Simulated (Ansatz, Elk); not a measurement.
# Cd2H3Cl: X-ray structure factors from the self-consistent density

Structure refinements treat a crystal as free atoms side by side. For a made-up structure of Cd2H3Cl (cell and positions from a PBE relaxation) the runs below show what the calculated density changes in F(hkl).

Main program and level: Elk 11.2.3 (patched build); DFT, PBE, all-electron APW+lo, Dirac cores, scalar-relativistic bands, static density, no spin.

The structure was built from a prototype and need not be the compound's stable phase.

## 1. Starting point

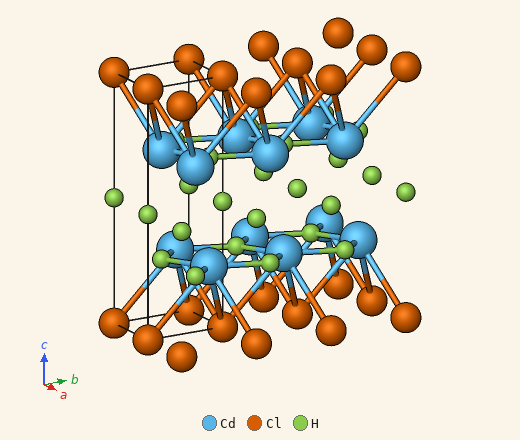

The cell as given, slightly off an axis (cadmium blue, chlorine orange, hydrogen green). 2×3×1 cells are drawn. Bonds to atoms that aren't drawn are left out. Some periodic images of atoms are drawn too.

## 2. Ground state and structure factors

An all-electron density is needed, since X-rays see the cores too. Task 0 finds the density and task 195 Fourier-transforms it; tshift is off so that phases refer to the origin typed.

Contents of elk.in:

```
tasks
  0
  195

xctype
  20

spinpol
  .false.

rgkmax
  7.0

gmaxvr
  14.0

lmaxo
  7

lmaxapw
  8

swidth
  0.002

tshift
  .false.

ramdisk
  .false.

hmaxvr
  5.5

maxscl
  120

epspot
  1e-06

sppath
  './'

avec
  6.55490625470 0.00000000000 0.00000000000
  -3.27745312735 5.67671533600 -0.00000000000
  0.00000000000 0.00000000000 14.99746296993

atoms
  3
  'Cd.in'
  2
  0.3333333333 0.6666666667 0.2818647000   0.000000 0.000000 0.000000
  0.6666666667 0.3333333333 0.7181353000   0.000000 0.000000 0.000000
  'Cl.in'
  1
  0.0000000000 0.0000000000 0.0000000000   0.000000 0.000000 0.000000
  'H.in'
  3
  0.3333333333 0.6666666667 0.7171702794   0.000000 0.000000 0.000000
  0.6666666667 0.3333333333 0.2828297206   0.000000 0.000000 0.000000
  -0.0000000000 0.0000000000 0.5000000000   0.000000 0.000000 0.000000

ngridk
  7 7 3
```

The run is started by

```sh
OMP_NUM_THREADS=4 elk
```

Numbers of over 12 decimals in the logs are rounded to 6 here.

What it wrote:

```text
┌─────────────────────────┐
│ Elk code version 11.2.3 │
└─────────────────────────┘

All units are atomic (Hartree, Bohr, etc.)

┌─────────────────────────────────────────────────┐
│ Ground-state run starting from atomic densities │
└─────────────────────────────────────────────────┘

Lattice vectors :
   6.554906255       0.000000000       0.000000000
  -3.277453127       5.676715336      -0.000000000
   0.000000000       0.000000000       14.99746297

Reciprocal lattice vectors :
  0.9585469361      0.5534173316      -0.000000000
   0.000000000       1.106834663       0.000000000
  -0.000000000       0.000000000      0.4189498797

Unit cell volume      :    558.0606492
Brillouin zone volume :   0.4444861214

Muffin-tin inner radius fraction :   0.1000000000E-01

Nuclei treated as point charges

Species : 1 (Cd)
 parameters loaded from : Cd.in
 name : cadmium
 nuclear charge    :   -48.00000000
 electronic charge :    48.00000000
 atomic mass :    204912.7176
 muffin-tin radius :    2.427427967
 number of radial points in muffin-tin :   1193
 inner part over the whole radius :   0.9903223310E-02
 number on inner part of muffin-tin    :    848
 approximate nuclear radius :   0.8708852602E-04
 number of mesh points to nuclear radius :    428
 atomic positions (lattice), magnetic fields (Cartesian) :
  1 :   0.33333333 -0.33333333  0.28186470    0.00000000  0.00000000  0.00000000
  2 :  -0.33333333  0.33333333 -0.28186470    0.00000000  0.00000000  0.00000000

Species : 2 (Cl)
 parameters loaded from : Cl.in
 name : chlorine
 nuclear charge    :   -17.00000000
 electronic charge :    17.00000000
 atomic mass :    64626.86550
 muffin-tin radius :    2.200000000
 number of radial points in muffin-tin :    793
 inner part over the whole radius :   0.9992010025E-02
 number on inner part of muffin-tin    :    555
 approximate nuclear radius :   0.6305718926E-04
 number of mesh points to nuclear radius :    253
 atomic positions (lattice), magnetic fields (Cartesian) :
  1 :   0.00000000  0.00000000  0.00000000    0.00000000  0.00000000  0.00000000

Species : 3 (H)
 parameters loaded from : H.in
 name : hydrogen
 nuclear charge    :   -1.000000000
 electronic charge :    1.000000000
 atomic mass :    1837.362221
 muffin-tin radius :    1.307076597
 number of radial points in muffin-tin :    393
 inner part over the whole radius :   0.9937836792E-02
 number on inner part of muffin-tin    :    258
 approximate nuclear radius :   0.2766748019E-04
 number of mesh points to nuclear radius :     78
 atomic positions (lattice), magnetic fields (Cartesian) :
  1 :   0.33333333 -0.33333333 -0.28282972    0.00000000  0.00000000  0.00000000
  2 :  -0.33333333  0.33333333  0.28282972    0.00000000  0.00000000  0.00000000
  3 :   0.00000000  0.00000000  0.50000000    0.00000000  0.00000000  0.00000000

Total number of atoms per unit cell :    6
Total muffin-tin volume :    192.4916938
 ratio of muffin-tin to unit cell volume :   0.3449297026

Spin treatment :
 spin-unpolarised

Number of Bravais lattice symmetries :   24
Number of crystal symmetries         :   12
Crystal has inversion symmetry
Real symmetric eigensolver will be used

k-point grid :      7     7     3
k-point offset :    0.000000000       0.000000000       0.000000000
k-point set is reduced with full crystal symmetry group
Total number of k-points :       20

Muffin-tin radius times maximum |G+k| :    7.000000000
 using average radius
Maximum |G+k| for APW functions       :    3.826500726
Maximum (1/2)|G+k|²                   :    7.321053903
Maximum |G| for potential and density :    14.00000000
Constant for pseudocharge density :    8
 order of it for each species :   15  15  15
 order of it for pair densities of each species (exact exchange by exxq0 0: 16) :   15  14   4
Radial integration step length :    1

G-vector grid sizes :     30    30    70
Number of G-vectors :    25921

Maximum angular momentum used for
 APW functions            :    8
 outer part of muffin-tin :    7
[...]
valence                     :    46.00000000
 interstitial                :    6.007693378
 muffin-tins (core leakage)
  species : 1 (Cd)
   atom 1                    :    45.94762611     (  0.6271384467E-03)
   atom 2                    :    45.94762611     (  0.6271384467E-03)
  species : 2 (Cl)
   atom 1                    :    15.81629355     (  0.1474274352E-04)
  species : 3 (H)
   atom 1                    :   0.7778469374     (   0.000000000    )
   atom 2                    :   0.7778469374     (   0.000000000    )
   atom 3                    :   0.7250669758     (   0.000000000    )
 total in muffin-tins        :    109.9923066
 total calculated charge     :    115.9979768
 total charge                :    116.0000000
 error                       :   0.2023170685E-02

RMS change in Kohn-Sham potential (target) :    91.42233225     (  0.1000000000E-05)
Absolute change in total energy (target)   :    1.494432909     (  0.1000000000E-03)

[... loops 3 to 19 left out ...]

┌──────────────────┐
│ Loop number : 20 │
└──────────────────┘

Energies :
 Fermi                       :     0.141541
 sum of occupied eigenvalues :     -6985.0712423769
 electron kinetic            :      12199.670157189
 core electron kinetic       :      11807.923059660
 Coulomb                     :     -23516.185068006
 Coulomb potential           :     -18743.139425471
 nuclear-nuclear             :     -1168.9554608414
 electron-nuclear            :     -25973.149202810
 Hartree                     :      3625.9195956458
 Madelung                    :     -14144.615355270
 xc potential                :     -441.60197409517
 exchange                    :     -332.83094597459
 correlation                 :     -5.901575
 electron entropic           :    -0.13630509238005E-03
 total energy                :     -11655.247568148

Density of states at Fermi energy :    7.097621170
 (states/Hartree/unit cell)

Estimated indirect band gap :   0.1310335839E-01
 from k-point 15 to k-point 18
Estimated direct band gap   :   0.5442992973E-01
 at k-point 13

Charges :
 core                        :    70.00000000
 valence                     :    46.00000000
 interstitial                :    6.033425353
 muffin-tins (core leakage)
  species : 1 (Cd)
[...]
species : 2 (Cl)
[...]
species : 3 (H)
[...]
total in muffin-tins        :    109.9665746
 total calculated charge     :    115.9981177
 total charge                :    116.0000000
 error                       :   0.1882250062E-02

RMS change in Kohn-Sham potential (target) :   0.2645127643E-06 (  0.1000000000E-05)
Absolute change in total energy (target)   :   0.6796199159E-06 (  0.1000000000E-03)

Convergence targets achieved

┌──────────────────┐
│ Loop number : 21 │
└──────────────────┘

Energies :
 Fermi                       :     0.141541
 sum of occupied eigenvalues :     -6985.0712424013
 electron kinetic            :      12199.670157185
 core electron kinetic       :      11807.923059666
 Coulomb                     :     -23516.185068016
 Coulomb potential           :     -18743.139425479
 nuclear-nuclear             :     -1168.9554608414
 electron-nuclear            :     -25973.149202823
 Hartree                     :      3625.9195956477
 Madelung                    :     -14144.615355277
 xc potential                :     -441.60197410730
 exchange                    :     -332.83094597458
 correlation                 :     -5.901575
 electron entropic           :    -0.13630509263451E-03
 total energy                :     -11655.247568163

Density of states at Fermi energy :    7.097621187
 (states/Hartree/unit cell)

Estimated indirect band gap :   0.1310335839E-01
 from k-point 15 to k-point 18
Estimated direct band gap   :   0.5442992974E-01
 at k-point 13

Charges :
 core                        :    70.00000000
 valence                     :    46.00000000
 interstitial                :    6.033425354
 muffin-tins (core leakage)
  species : 1 (Cd)
   atom 1                    :    46.14633325     (  0.6019192439E-03)
   atom 2                    :    46.14633325     (  0.6019192439E-03)
  species : 2 (Cl)
   atom 1                    :    15.65876101     (  0.1511493454E-04)
  species : 3 (H)
   atom 1                    :   0.6988425649     (   0.000000000    )
   atom 2                    :   0.6988425649     (   0.000000000    )
   atom 3                    :   0.6174620061     (   0.000000000    )
 total in muffin-tins        :    109.9665746
 total calculated charge     :    115.9981177
 total charge                :    116.0000000
 error                       :   0.1882250064E-02

┌──────────────────────────────┐
│ Self-consistent loop stopped │
└──────────────────────────────┘

Warning : core states of species 1 leak from the muffin-tin :   0.6019192439E-03

Wrote STATE.OUT
```

The job ended after 37 s (4 threads of Arm Neoverse V1, shared host; peak memory 0.19 GiB).

SFACRHO.OUT:

```text

h k l indices transformed by vhmat matrix:
   1.000000000       0.000000000       0.000000000    
   0.000000000       1.000000000       0.000000000    
   0.000000000       0.000000000       1.000000000    

      h      k      l  multipl.   |H|            Re(F)            Im(F)           |F|

      0      0      0      1   0.0000000       116.00000     -0.95857762E-16   116.00000    
      0      0      1      2  0.41894988      -3.5203075     -0.78367165E-14   3.5203075    
      0      0      2      2  0.83789976      -65.631777     -0.34949766E-13   65.631777    
     -1      1      0      6   1.1068347      -27.614662      0.59783789E-16   27.614662    
     -1      1      1      6   1.1834703      -46.732391      0.22796987E-16   46.732391    
      0     -1     -1      6   1.1834703       87.168488     -0.93685187E-16   87.168488    
      0      0      3      2   1.2568496       57.256955      0.19390570E-13   57.256955    
      1     -1     -2      6   1.3882215       73.713284     -0.23183410E-13   73.713284    
      0      1      2      6   1.3882215       22.756473     -0.78871911E-14   22.756473    
      1      0     -3      6   1.6747400      -61.017223      0.47445680E-13   61.017223    
     -1      1      3      6   1.6747400       40.268865      0.19361789E-13   40.268865    
      0      0     -4      2   1.6757995       61.562061     -0.42511898E-13   61.562061    
     -2      1      0      6   1.9170939       78.535187      0.57194338E-16   78.535187    
     -2      1      1     12   1.9623374      -4.1153574     -0.78445460E-14   4.1153574    
      1      0      4      6   2.0083294      -54.330324     -0.56261727E-13   54.330324    
      0      1      4      6   2.0083294       27.323355      0.76903387E-14   27.323355    
      1      1      2     12   2.0922058      -50.835836     -0.11643294E-13   50.835836    
      0      0      5      2   2.0947494      -46.169959     -0.46403912E-13   46.169959
```

Elk indexes on the primitive cell of elk.in and gives |H| = 4π sin θ/λ in inverse bohr. Below, one row stands for each form hkl of the conventional cell (m members, Friedel mates merged), F is for one primitive cell and the density is static (no thermal factor). Free-atom factors are Waasmaier and Kirfel's, and R is Σm||F|−|F'||/Σm|F|.

```tsv
hkl	m	sin θ/λ (Å⁻¹)	abs F, DFT	neutral atoms	diff.	ions	diff.
001	2	0.063	3.520	3.585	-0.064	3.202	+0.318
002	2	0.126	65.632	66.020	-0.388	64.995	+0.637
100	6	0.166	27.615	27.890	-0.276	27.668	-0.053
101	6	0.178	46.732	47.147	-0.414	46.923	-0.191
011	6	0.178	87.168	87.635	-0.467	87.350	-0.181
003	2	0.189	57.257	57.157	+0.100	57.156	+0.101
102	6	0.209	73.713	73.593	+0.120	73.677	+0.036
012	6	0.209	22.756	22.360	+0.396	22.426	+0.330
013	6	0.252	61.017	61.053	-0.036	61.297	-0.279
103	6	0.252	40.269	40.564	-0.295	40.605	-0.336
004	2	0.252	61.562	61.366	+0.196	61.449	+0.113
110	6	0.288	78.535	78.364	+0.171	78.465	+0.070
111	12	0.295	4.115	4.027	+0.088	4.096	+0.019
104	6	0.302	54.330	54.352	-0.022	54.589	-0.259
014	6	0.302	27.323	27.447	-0.124	27.457	-0.134
112	12	0.315	50.836	50.705	+0.131	50.885	-0.049
005	2	0.315	46.170	45.983	+0.187	46.123	+0.047
200	6	0.333	22.615	22.537	+0.078	22.647	-0.032
```

The ions are Cd2+, H− and Cl−, by formal charge.

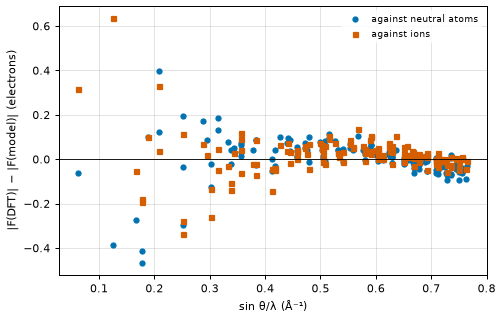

Difference between the calculated structure factors and the independent-atom ones.

## 3. The highest occupied states alone

An energy window below the Fermi level keeps the highest occupied states, to see at which angles they scatter; shallow core shells can lie inside it and anion s states outside. No new self-consistency is needed.

Edit elk.in of step 2 so:

```diff
@@ -1,3 +1,2 @@
 tasks
-  0
   195
@@ -40,2 +39,5 @@
 
+wsfac
+  -0.299450 0.441540
+
 sppath
```

The run is started by

```sh
OMP_NUM_THREADS=4 elk
```

What it wrote:

```text
┌─────────────────────────────────┐
│ Elk code version 11.2.3 started │
└─────────────────────────────────┘

Info(readinput): the functional depends on the density's gradient
 muffin-tin radial points multiplied by    2.00000
 (not where nrmtscf is given)

┌────────────────────┐
│ Current task : 195 │
└────────────────────┘
Info(checkmt): changed muffin-tin radius of species 1 (Cd) from   2.6000 to   2.4274
Info(checkmt): changed muffin-tin radius of species 3 (H) from   1.4000 to   1.3071

Info(sfacrho): density structure factors written to SFACRHO.OUT

 Energy window :  -0.2994500000      0.4415400000

┌──────────────────┐
│ Elk code stopped │
└──────────────────┘
```

Elapsed: 9.3 s, on 4 threads; peak memory 0.16 GiB; 11 s of CPU time.

States within 12 eV below the Fermi level hold 32.00 electrons; any levels below the window count with the cores. Their amplitudes can exceed the total, where window and core parts have opposite phase:

```tsv
hkl	sin θ/λ (Å⁻¹)	abs F, window	abs F, all
001	0.063	1.078	3.520
002	0.126	12.705	65.632
100	0.166	4.396	27.615
101	0.178	6.838	46.732
011	0.178	12.657	87.168
003	0.189	9.036	57.257
102	0.209	10.931	73.713
012	0.209	4.433	22.756
013	0.252	7.446	61.017
103	0.252	3.135	40.269
```

## 4. Another functional

The difference from free atoms is small, so it is set against the change that PBEsol makes.

Edit elk.in of step 3 so:

```diff
@@ -1,2 +1,3 @@
 tasks
+  0
   195
@@ -4,3 +5,3 @@
 xctype
-  20
+  22
 
@@ -39,5 +40,2 @@
 
-wsfac
-  -0.299450 0.441540
-
 sppath
```

The run is started by

```sh
OMP_NUM_THREADS=4 elk
```

What it wrote:

```text
┌─────────────────────────┐
│ Elk code version 11.2.3 │
└─────────────────────────┘

All units are atomic (Hartree, Bohr, etc.)

┌─────────────────────────────────────────────────┐
│ Ground-state run starting from atomic densities │
└─────────────────────────────────────────────────┘

Lattice vectors :
   6.554906255       0.000000000       0.000000000
  -3.277453127       5.676715336      -0.000000000
   0.000000000       0.000000000       14.99746297

Reciprocal lattice vectors :
  0.9585469361      0.5534173316      -0.000000000
[...]
species : 2 (Cl)
   atom 1                    :    15.62580434     (  0.1521476716E-04)
  species : 3 (H)
[...]
atom 2                    :   0.6786724664     (   0.000000000    )
   atom 3                    :   0.5927414464     (   0.000000000    )
 total in muffin-tins        :    109.8847424
 total calculated charge     :    115.9981210
 total charge                :    116.0000000
 error                       :   0.1878978110E-02

┌──────────────────────────────┐
│ Self-consistent loop stopped │
└──────────────────────────────┘

Warning : core states of species 1 leak from the muffin-tin :   0.6072880105E-03

Wrote STATE.OUT
[key lines of the parts left out:]
total energy                :     -11649.362759497
```

The job ended after 40 s (4 threads; peak memory 0.19 GiB).

Against the first run R = 0.03 %; the largest change is -0.081 at 012.

## 5. A coarser k-mesh

About half the k-points along each axis test the sampling.

Edit elk.in of step 4 so:

```diff
@@ -5,3 +5,3 @@
 xctype
-  22
+  20
 
@@ -64,2 +64,2 @@
 ngridk
-  7 7 3
+  4 4 2
```

The run is started by

```sh
OMP_NUM_THREADS=4 elk
```

What it wrote:

```text
┌─────────────────────────┐
│ Elk code version 11.2.3 │
└─────────────────────────┘

All units are atomic (Hartree, Bohr, etc.)

┌─────────────────────────────────────────────────┐
│ Ground-state run starting from atomic densities │
└─────────────────────────────────────────────────┘

Lattice vectors :
   6.554906255       0.000000000       0.000000000
  -3.277453127       5.676715336      -0.000000000
   0.000000000       0.000000000       14.99746297

Reciprocal lattice vectors :
  0.9585469361      0.5534173316      -0.000000000
[...]
species : 2 (Cl)
   atom 1                    :    15.65250429     (  0.1510221398E-04)
  species : 3 (H)
[...]
atom 2                    :   0.6922958705     (   0.000000000    )
   atom 3                    :   0.6068398478     (   0.000000000    )
 total in muffin-tins        :    109.9546749
 total calculated charge     :    115.9981264
 total charge                :    116.0000000
 error                       :   0.1873623498E-02

┌──────────────────────────────┐
│ Self-consistent loop stopped │
└──────────────────────────────┘

Warning : core states of species 1 leak from the muffin-tin :   0.6019872047E-03

Wrote STATE.OUT
[key lines of the parts left out:]
total energy                :     -11655.247476428
```

It took 24 s on 4 threads; peak memory 0.19 GiB.

Against the first run R = 0.01 %; the largest change is -0.030 at 110.

## 6. Settings against the effect

```tsv
run	R against the first run (%)	R against neutral atoms, low angle (%)	wall time
PBE, rgkmax 7	0.00	0.51	37 s
PBEsol	0.03	0.44	40 s
k-mesh 4×4×2	0.01	0.49	24 s
```

## 7. Results

- R against neutral atoms, sin θ/λ < 0.3 Å⁻¹: 0.51 %
- R against neutral atoms, 0.3 to 0.77 Å⁻¹: 0.13 %
- R against ions, below 0.3 Å⁻¹: 0.37 %

Independent neutral atoms miss the calculated amplitudes by R = 0.51 % below 0.3 Å⁻¹ and 0.13 % from there to 0.77 Å⁻¹; by shells, 0.65 % below 0.15 Å⁻¹ (2 forms), 0.50 % 0.15 to 0.3 (11 forms), 0.16 % 0.3 to 0.45 (25 forms), 0.13 % above 0.45 (111 forms). Bonding, aspherical density and the tables' own atoms all enter these figures, and the runs don't part them. The largest change of an amplitude is -0.47 electrons, at 011. Formal ions give R = 0.37 % at low angle, nearer than neutral atoms. The window's part falls from 32.0 electrons at the origin to at most 0.86 between 0.45 and 0.77 Å⁻¹, where compact states inside the window still scatter. Below 0.3 Å⁻¹ the changes that finished (PBEsol and k-mesh 4×4×2) move F by R = 0.09 % at most, against the 0.51 % that separates it from free atoms. The basis has no finished test. Part of the difference isn't bonding: the tables are fits to free atoms and ions calculated by other methods than this functional. Thermal motion, anomalous dispersion and extinction are left out.

[Logs are printed without paths, hosts, clocks, repeated set-up lines and the standing remarks that a program may print on its own settings, such as how far it seeks lower states.]

[Hosts, paths, dates, database ids (printed as entryN), source tags and the programs' standing remarks are cut or masked in the printed files.]
